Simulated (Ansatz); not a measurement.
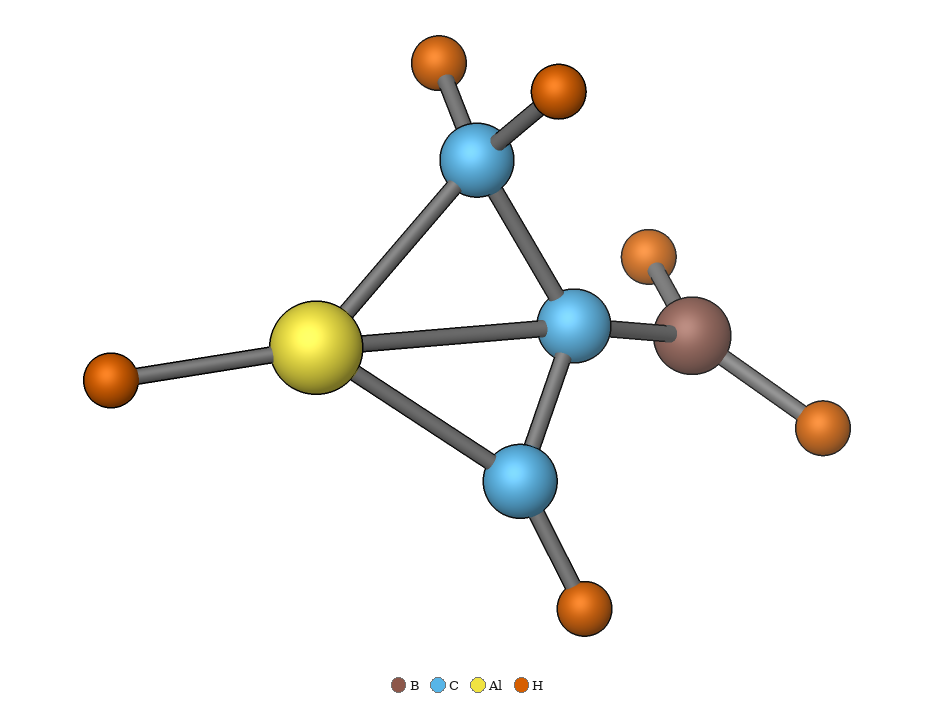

Rendered structure (ball-and-stick style). Every bond is drawn as one stick, whatever its order.

Which formula does it have?

Answer. C₃H₆AlB, 11 atoms: 3 carbon, 6 hydrogen, 1 aluminium and 1 boron.

Give the symmetry (Schoenflies symbol).

Answer. C1.

Count the bonded pairs by element.

Answer. 3 C–H, 3 C–Al, 2 C–C, 2 B–H, 1 C–B, 1 Al–H. Sticks follow a distance rule.

The parts below concern this one geometry. Atoms keep their numbers from picture to picture. Computed geometry: PBE0-D4/def2-TZVP optimisation.

**Geometry**

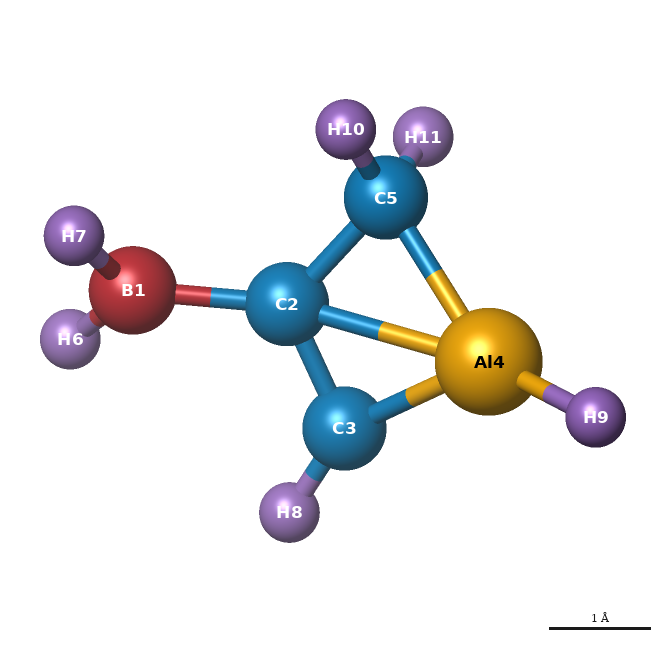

Estimate the angles B1–C2–Al4, B1–C2–C5, C2–B1–H6, C2–C3–Al4, C2–Al4–C3, C2–C5–Al4, C2–C5–H10, C3–C2–C5, C3–Al4–C5, C3–Al4–H9, Al4–C3–H8, C5–Al4–H9.

```csv
angle,degrees
B1–C2–Al4,156.0
B1–C2–C5,126.2
C2–B1–H6,120.6
C2–C3–Al4,85.8
C2–Al4–C3,37.0
C2–C5–Al4,80.1
C2–C5–H10,115.0
C3–C2–C5,113.4
C3–Al4–C5,77.3
C3–Al4–H9,138.9
Al4–C3–H8,150.1
C5–Al4–H9,140.6
```

**Vibrations**

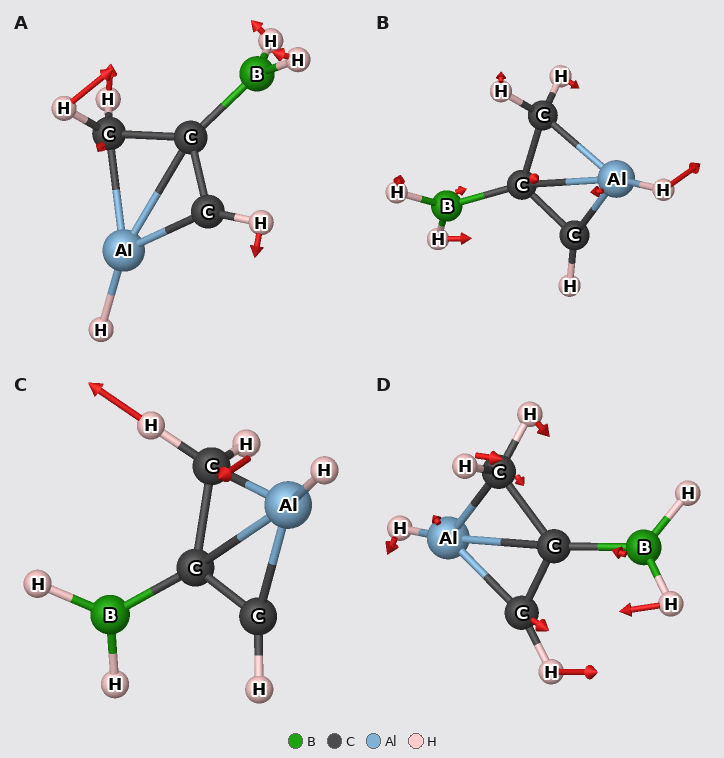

4 normal modes of one molecule or complex, as arrows. Harmonic vibrations computed with RKS PBE0-D4/def2-TZVP (Ansatz 0.2.0) at a stationary point of the same level.

Match the panels to the wavenumbers 475 cm⁻¹, 709 cm⁻¹, 1023 cm⁻¹, 3128 cm⁻¹.

Answer. A: 1023 cm⁻¹, angle bending
B: 475 cm⁻¹
C: 3128 cm⁻¹, out-of-phase stretching of 2 C–H bonds
D: 709 cm⁻¹

**Dipole moment**

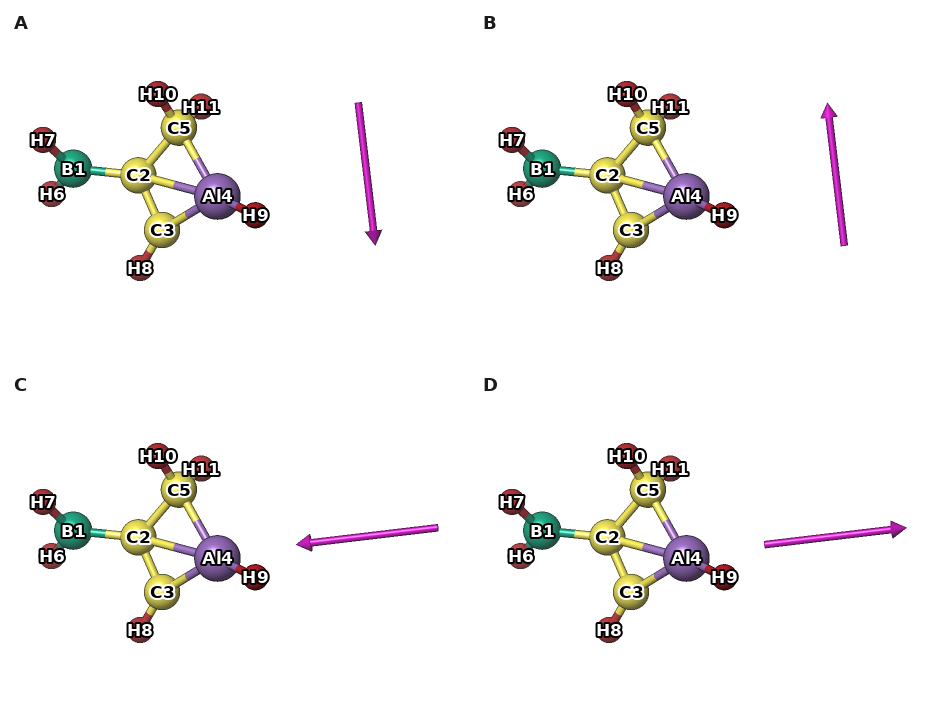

The same molecule four times, each with an arrow. Properties computed with RKS PBE0-D4/def2-TZVP (Ansatz 0.2.0).

Which arrow points along the dipole moment, from the negative to the positive end?

Answer. D. The dipole moment is 0.84 D; it points from the side of H6 to the side of H9 (the outermost atoms at the two ends).

**Charges**

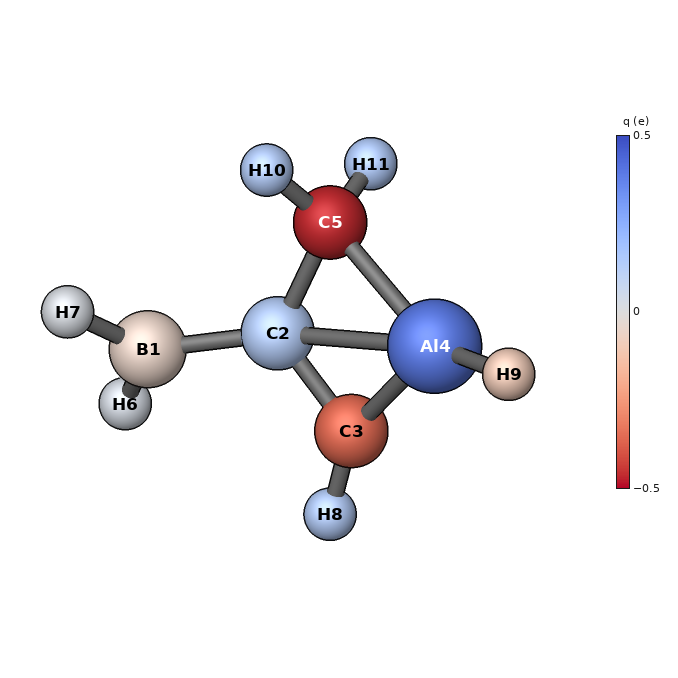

Atoms are coloured by their Mulliken charges. Level of theory: RKS PBE0-D4/def2-TZVP (Ansatz 0.2.0).

List the Mulliken charges.

| atom | value (e) |
| --- | --- |
| B1 | −0.05 |
| C2 | 0.13 |
| C3 | −0.35 |
| Al4 | 0.39 |
| C5 | −0.46 |
| H6 | 0.03 |
| H7 | 0.02 |
| H8 | 0.13 |
| H9 | −0.09 |
| H10 | 0.13 |
| H11 | 0.14 |

Mulliken values depend strongly on the basis set and can even reverse the polarity of a bond.
